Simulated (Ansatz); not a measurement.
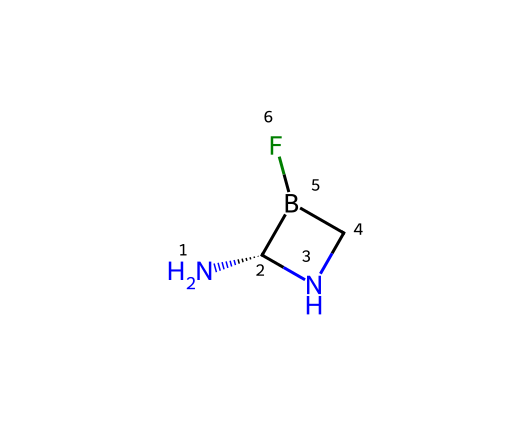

A structural formula, with wedges where it has stereocentres; small numbers name the atoms. The configuration is that of a computed structure (PBE-D4/def2-SVP).

Give the R/S and E/Z labels.

C2: S.

Write the isomeric SMILES.

N[C@H]1NCB1F
